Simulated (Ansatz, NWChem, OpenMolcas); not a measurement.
**How basis sets differ on C3H10Si (SMILES C[SiH](C)C)**

C3H10Si has 14 atoms, charge 0, and is taken as a singlet. SMILES: `C[SiH](C)C`. The shape is that of a PBE0-D4/def2-TZVP optimisation.

Quantity: the dipole moment, in D. The values are calculated.

| level | kind | program | value (D) | CPU time |
| --- | --- | --- | --- | --- |
| B3LYP/SBKJC-VDZ (core potential) | global hybrid | NWChem | 0.52 | 38 s |
| B3LYP/MIDI! | global hybrid | NWChem | 0.65 | 46 s |
| B3LYP/6-31G* (spherical functions) | global hybrid | NWChem | 0.63 | 80 s |
| B3LYP/6-31G* (Cartesian functions) | global hybrid | Ansatz | 0.63 | 15 s |
| B3LYP/cc-pVDZ | global hybrid | OpenMolcas | 0.62 | 1.7 min |

The values span 0.52 to 0.65 D. Magnitudes only: a small dipole may point the other way at some levels. Without the sets that lack polarisation functions the rows with a basis span only 0.62 to 0.65 D. Times are those of the runs behind each value, whatever else they computed, on shared processors of several kinds: orders of magnitude only.

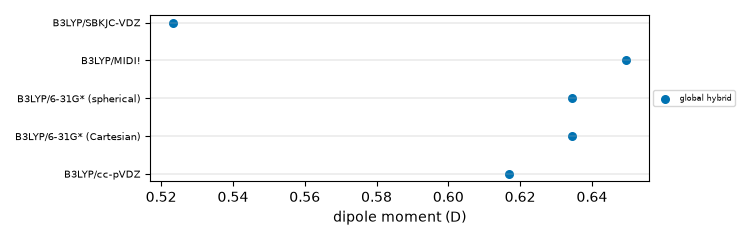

The values of the table, level by level.
